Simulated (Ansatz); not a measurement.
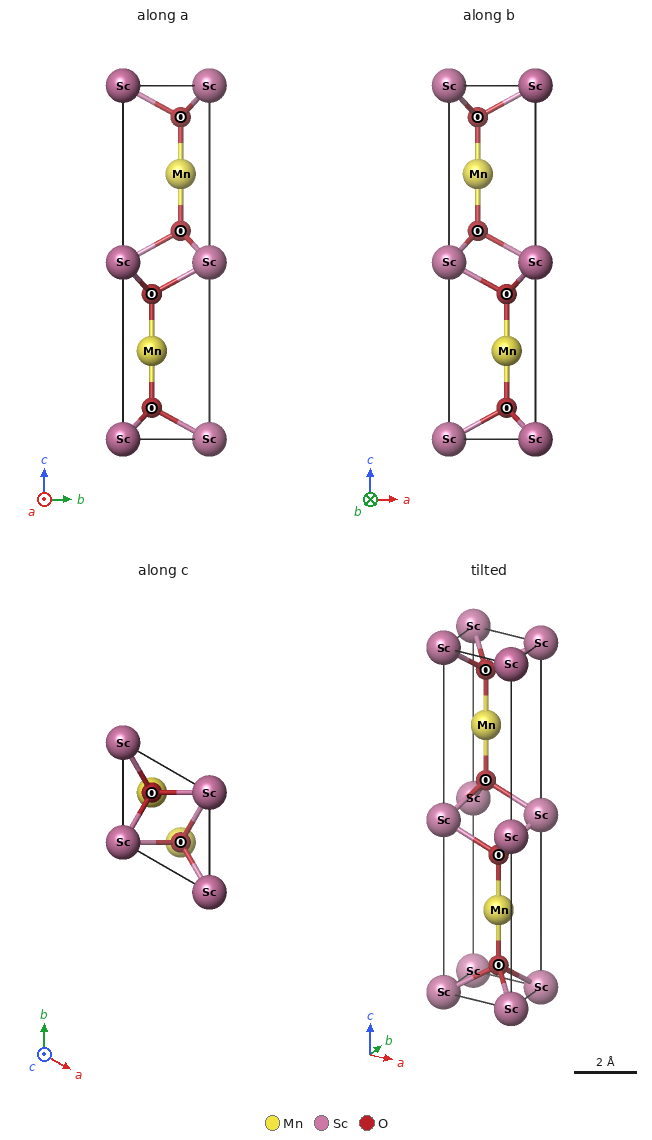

Crystal structure, ball-and-stick style, seen along the a axis, along the b axis, along the c axis and slightly off an axis. The edges of the conventional unit cell are marked.

Lattice parameters: a = 3.246 Å, b = 3.246 Å, c = 11.507 Å, α = 90.00°, β = 90.00°, γ = 120.00°.

> From the views, write a table of Wyckoff sites, with free fractional coordinates to two decimals.

Space group P6_3/mmc (No. 194).
```tsv
atom	site	x	y	z
Mn	2d	0.3333	0.6667	0.75
Sc	2a	0.00	0.00	0.50
O	4f	0.3333	0.6667	0.59
```

About the cell: it is a generated cell, made by putting these elements into a known structure type (the compound may or may not exist in this form), and it is unrelaxed. An electronic-structure calculation with Ansatz was run on it.

At this level of theory the cell isn't at rest (forces up to 1.2 eV/Å), so its distances can differ from those at equilibrium, the more so the softer the solid.
